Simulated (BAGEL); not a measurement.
# CH4OSi (SMILES CO[SiH]), step by step

We compute the energy (HF/def2-SV(P)), then the energy (NEVPT2(2,2)/def2-SV(P)), then the energy (CASPT2(2,2)/def2-SV(P)) of CH4OSi. 

Program for the calculation: BAGEL 1.2.2.

2 further runs of the same task are left out: 2 set aside as unsound or not needed.

## 1. The system as given

The species is CH4OSi (7 atoms), meant as a singlet with charge 0. SMILES: `CO[SiH]`. The Si3–H7 distance was set to 2.948 Å, away from the relaxed value. At this shape a bond of the SMILES string is far longer than usual.

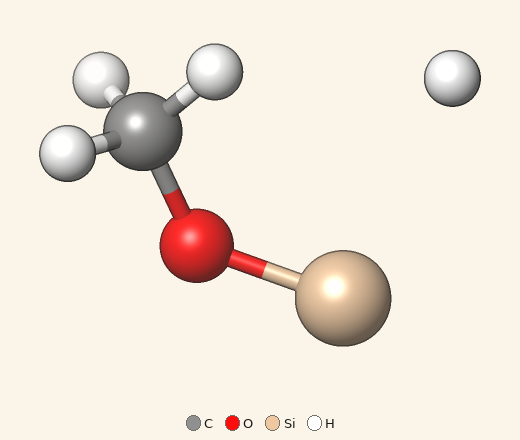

The structure, seen from a chosen angle (carbon grey, oxygen red, silicon light orange, hydrogen white).

## 2. A single-point energy at HF/def2-SV(P) (density fitting with svp-jkfit) (run 1)

Input file input.json:

```json
{ "bagel" : [

{
  "title" : "molecule",
  "basis" : "def2-sv_p_.json",
  "df_basis" : "svp-jkfit",
  "angstrom" : "true",
  "geometry" : [
    { "atom" : "C", "xyz" : [      -1.452754,       0.060955,       0.602754 ] },
    { "atom" : "O", "xyz" : [      -1.383554,      -0.871045,       1.658854 ] },
    { "atom" : "Si", "xyz" : [      -0.143454,      -1.811845,       2.171154 ] },
    { "atom" : "H", "xyz" : [      -2.236754,      -0.243745,      -0.094246 ] },
    { "atom" : "H", "xyz" : [      -0.496554,       0.122955,       0.072554 ] },
    { "atom" : "H", "xyz" : [      -1.709654,       1.042955,       1.006654 ] },
    { "atom" : "H", "xyz" : [       1.841700,      -0.915600,       0.184100 ] }
  ]
},

{
  "title" : "hf"
},

{
  "title" : "print",
  "file" : "orbitals.molden",
  "orbitals" : "true"
}

]}
```

The basis set def2-SV(P) is read from a file made from the Basis Set Exchange's data (not shown).

The run is started by

```sh
BAGEL_NUM_THREADS=1 BAGEL input.json > input.out
```

Output:

```text
* using 1 threads per process

  ===============================================================
  ===============================================================

  *** Geometry ***

  { "atom" : "C", "xyz" : [     -2.745307,      0.115188,      1.139040 ] },
  { "atom" : "O", "xyz" : [     -2.614538,     -1.646036,      3.134780 ] },
  { "atom" : "Si", "xyz" : [     -0.271089,     -3.423891,      4.102886 ] },
  { "atom" : "H", "xyz" : [     -4.226852,     -0.460611,     -0.178099 ] },
  { "atom" : "H", "xyz" : [     -0.938351,      0.232351,      0.137107 ] },
  { "atom" : "H", "xyz" : [     -3.230778,      1.970899,      1.902300 ] },
  { "atom" : "H", "xyz" : [      3.480309,     -1.730233,      0.347899 ] },

  Number of auxiliary basis functions:      352

  Since a DF basis is specified, we compute 2- and 3-index integrals:
    o Being stored without compression. Storage requirement is 0.008 GB

  Number of basis functions:       54
  Number of electrons      :       32

    * METHOD: MOLECULE                             0.09

  *** RHF ***

  === Nuclear Repulsion ===
    97.9426509471

      * DIIS with orbital gradients will be used.

  === RHF iteration (def2-sv_p_.json) ===
      0       -403.47877890          0.02266800           0.02
      1       -403.58461023          0.01859774           0.02
      2       -403.65195133          0.00187908           0.02
      3       -403.65360397          0.00062214           0.02
      4       -403.65375387          0.00015481           0.02
      5       -403.65377029          0.00004959           0.02
      6       -403.65377238          0.00001485           0.02
      7       -403.65377254          0.00000376           0.02
      8       -403.65377255          0.00000172           0.02
      9       -403.65377255          0.00000074           0.02
     10       -403.65377255          0.00000020           0.02
     11       -403.65377255          0.00000006           0.02
     12       -403.65377255          0.00000002           0.02
     13       -403.65377255          0.00000001           0.02
    * SCF iteration converged.

    * Permanent dipole moment:
           (    1.441303,     0.169394,    -0.880516) a.u.

    * METHOD: HF                                   0.33

    * METHOD: PRINT                                0.01

  ===============================================================
```

Wall time 0.56 s (1 thread of Arm Neoverse V1, shared host); peak memory 0.14 GiB.

## 3. The energy at NEVPT2(2,2)/def2-SV(P) (density fitting with svp-jkfit) (run 2)

Edit input.json of step 2 so:

```diff
@@ -23,2 +23,13 @@
 {
+  "title" : "nevpt2",
+  "nstate" : 1,
+  "nact" : 2,
+  "nclosed" : 15,
+  "active" : [16, 18],
+  "maxiter" : 200,
+  "natocc" : "true",
+  "ncore" : 7
+},
+
+{
   "title" : "print",
```

The basis set def2-SV(P) is read from a file made from the Basis Set Exchange's data (not shown).

The run is started by

```sh
BAGEL_NUM_THREADS=1 BAGEL input.json > input.out
```

Output:

```text
* using 1 threads per process

  ===============================================================
  ===============================================================

  *** Geometry ***

  { "atom" : "C", "xyz" : [     -2.745307,      0.115188,      1.139040 ] },
  { "atom" : "O", "xyz" : [     -2.614538,     -1.646036,      3.134780 ] },
  { "atom" : "Si", "xyz" : [     -0.271089,     -3.423891,      4.102886 ] },
  { "atom" : "H", "xyz" : [     -4.226852,     -0.460611,     -0.178099 ] },
  { "atom" : "H", "xyz" : [     -0.938351,      0.232351,      0.137107 ] },
  { "atom" : "H", "xyz" : [     -3.230778,      1.970899,      1.902300 ] },
  { "atom" : "H", "xyz" : [      3.480309,     -1.730233,      0.347899 ] },

  Number of auxiliary basis functions:      352

  Since a DF basis is specified, we compute 2- and 3-index integrals:
    o Being stored without compression. Storage requirement is 0.008 GB

  Number of basis functions:       54
  Number of electrons      :       32

    * METHOD: MOLECULE                             0.09

  *** RHF ***

  === Nuclear Repulsion ===
    97.9426509471

      * DIIS with orbital gradients will be used.

  === RHF iteration (def2-sv_p_.json) ===
      0       -403.47877890          0.02266800           0.02
      1       -403.58461023          0.01859774           0.02
      2       -403.65195133          0.00187908           0.02
[... 10 lines of this table left out ...]
     13       -403.65377255          0.00000001           0.02
    * SCF iteration converged.

    * Permanent dipole moment:
           (    1.441303,     0.169394,    -0.880516) a.u.

    * METHOD: HF                                   0.32

    * freezing 7 orbitals
  ---------------------------
      CASSCF calculation
  ---------------------------

    ==== Active orbitals : =====
         Orbital 16
         Orbital 18
    ============================

    * nstate   :      1
    * nclosed  :     15
    * nact     :      2
    * nvirt    :     37
  === CASSCF iteration (def2-sv_p_.json) ===

    * Using the second-order algorithm

      0  0      -403.68019710     6.18e-03      0.01

      1  0      -403.70044789     1.49e-03      0.09
[... 27 lines of this table left out ...]
     15  0      -403.70202905     6.66e-09      0.08

    * Second-order optimization converged. *

     guess   0:   closed 1.                   open ..

  === FCI iteration ===

      0  0      -403.64154403     7.36e-02      0.00
      1  0      -403.69441736     2.30e-02      0.00
      2  0 *    -403.70202905     4.53e-16      0.00

     * ci vector, state   0, <S^2> = 0.0000
       2.     0.9217841055
       .2    -0.3877035761

  === DF-NEVPT2 calculation ===

    * 3-index integral transformation done
    * assembly done

      NEVPT2 correlation energy:   -0.3711234319      0.05

          (+0)     -0.3393801655
          (+0)'    -0.0068615597
          (+1)     -0.0094608023
          (+1)'    -0.0000000000
          (+2)     -0.0005667066
          (-1)     -0.0144047454
          (-1)'     0.0000000000
          (-2)     -0.0004494524

      NEVPT2 total energy:       -404.0731524827

    * METHOD: NEVPT2                               1.54

    * METHOD: PRINT                                0.01

  ===============================================================
```

Wall time 2.1 s (1 thread of Arm Neoverse V1, shared host); peak memory 0.14 GiB.

## 4. The energy at CASPT2(2,2)/def2-SV(P) (density fitting with svp-jkfit) (run 3)

Input file job.json:

```json
{ "bagel": [

{
  "title": "molecule",
  "basis": "def2-sv_p_.json",
  "df_basis": "svp-jkfit",
  "angstrom": "true",
  "geometry": [
    { "atom": "C", "xyz": [   -1.452754,    0.060955,    0.602754 ] },
    { "atom": "O", "xyz": [   -1.383554,   -0.871045,    1.658854 ] },
    { "atom": "Si", "xyz": [   -0.143454,   -1.811845,    2.171154 ] },
    { "atom": "H", "xyz": [   -2.236754,   -0.243745,   -0.094246 ] },
    { "atom": "H", "xyz": [   -0.496554,    0.122955,    0.072554 ] },
    { "atom": "H", "xyz": [   -1.709654,    1.042955,    1.006654 ] },
    { "atom": "H", "xyz": [    1.841700,   -0.915600,    0.184100 ] }
  ]
},
{ "title": "hf" },
{ "title": "casscf", "nstate": 1, "nact": 2, "nclosed": 15, "active": [16, 18], "maxiter": 200, "natocc": "true" },
{ "title": "print", "file": "orbitals.molden", "orbitals": "true" },
{ "title": "smith", "method": "caspt2", "ms": "true", "xms": "true", "sssr": "true", "shift": 0.2, "shift_imag": "true", "ncore": 7 }

]}
```

The basis set def2-SV(P) is read from a file made from the Basis Set Exchange's data (not shown).

The run is started by

```sh
BAGEL_NUM_THREADS=1 BAGEL job.json > job.out
```

Output:

```text
* using 1 threads per process

  ===============================================================
  ===============================================================

  *** Geometry ***

  { "atom" : "C", "xyz" : [     -2.745307,      0.115188,      1.139040 ] },
  { "atom" : "O", "xyz" : [     -2.614538,     -1.646036,      3.134780 ] },
  { "atom" : "Si", "xyz" : [     -0.271089,     -3.423891,      4.102886 ] },
  { "atom" : "H", "xyz" : [     -4.226852,     -0.460611,     -0.178099 ] },
  { "atom" : "H", "xyz" : [     -0.938351,      0.232351,      0.137107 ] },
  { "atom" : "H", "xyz" : [     -3.230778,      1.970899,      1.902300 ] },
  { "atom" : "H", "xyz" : [      3.480309,     -1.730233,      0.347899 ] },

  Number of auxiliary basis functions:      352

  Since a DF basis is specified, we compute 2- and 3-index integrals:
    o Being stored without compression. Storage requirement is 0.008 GB

  Number of basis functions:       54
  Number of electrons      :       32

    * METHOD: MOLECULE                             0.09

  *** RHF ***

[... 11 lines left out ...]
    * SCF iteration converged.
[... 1 line left out ...]
    * Permanent dipole moment:
[... 27 lines left out ...]
    * Second-order optimization converged. *
[... 9 lines left out ...]
     * ci vector, state   0, <S^2> = 0.0000
[... 16 lines left out ...]
    * Zeroth order energy : state  0       -0.4041349721

    * CASPT2 iteration is performed using orthogonal basis

      -------------------------------------------  CASPT2 iteration  ---------------------------------------------------
       #      aibj      arbs      arbi      airj      risj      airs      arst      rist         Etot      error   time
      ------------------------------------------------------------------------------------------------------------------

       0  -0.33796  -0.00061  -0.01501  -0.01024  -0.00090  -0.00636  -0.00000   0.00000   -0.3710880  0.0008122   0.02
       1  -0.33798  -0.00062  -0.01502  -0.01028  -0.00093  -0.00647   0.00000   0.00000   -0.3713029  0.0001423   0.02
       2  -0.33798  -0.00062  -0.01502  -0.01028  -0.00094  -0.00647  -0.00000  -0.00000   -0.3713093  0.0000213   0.02
       3  -0.33798  -0.00062  -0.01502  -0.01028  -0.00094  -0.00647  -0.00000  -0.00000   -0.3713095  0.0000033   0.02
       4  -0.33798  -0.00062  -0.01502  -0.01028  -0.00094  -0.00647   0.00000  -0.00000   -0.3713095  0.0000004   0.02

      ------------------------------------------------------------------------------------------------------------------

    * CASPT2 energy : state  0     -404.0755813692
        w/o shift correction       -404.0733385127
        reference weight              0.8871840149

    * METHOD: SMITH                                0.15

  ===============================================================
```

Wall time 2.1 s (1 thread of Arm Neoverse V1, shared host); peak memory 0.14 GiB.

## 5. Outcome

| quantity | value |
| --- | --- |
| run 1, HF/def2-SV(P): total energy | -403.65377 Eh |
| run 1, HF/def2-SV(P): dipole moment | 4.31 D |
| run 1, HF/def2-SV(P): HOMO energy | -7.24 eV |
| run 1, HF/def2-SV(P): LUMO energy | 0.36 eV |
| run 1, HF/def2-SV(P): HOMO–LUMO gap | 7.60 eV |
| run 2, NEVPT2(2,2)/def2-SV(P): total energy | -404.07315 Eh |
| run 3, CASPT2(2,2)/def2-SV(P): total energy | -404.07558 Eh |

One bond (run 1, HF/def2-SV(P)) is far stretched, which a spin-restricted single reference describes badly; a broken-symmetry solution may lie lower.
